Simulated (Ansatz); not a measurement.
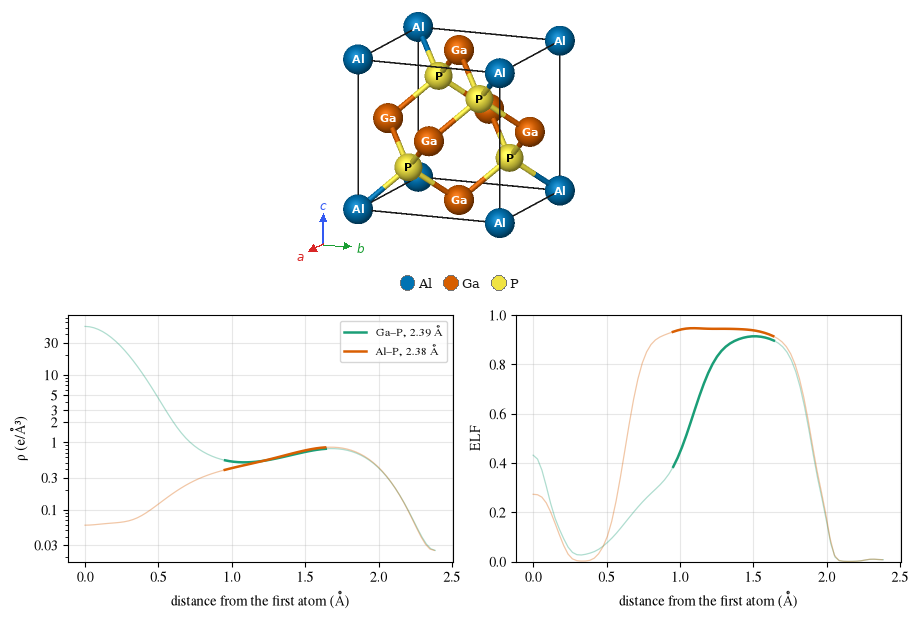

AlGa3P4. Valence charge density (pseudo) and ELF along straight lines between neighbouring atoms. Thin, pale parts lie inside the atomic spheres. The structure is drawn too.

Space group P-43m; a structure generated by program, which may or may not match a known phase.

These are results of DFT PBE, scalar-relativistic, plane waves, PAW (Ansatz 0.2.0), not measurements.

Core electrons are frozen (PAW), and the valence fields are smoothed inside the atomic spheres.

Q: Compare the contacts.

A: Ga–P (2.39 Å): ρ is about 0.52 e/Å³ halfway; the ELF peaks at about 0.90 in the valence shell of P, 0.9 Å from its nucleus, and is about 0.75 at the midpoint.
Al–P (2.38 Å): ρ is about 0.52 e/Å³ halfway; the ELF peaks at about 0.95 between the atoms: localised, covalent bonding.
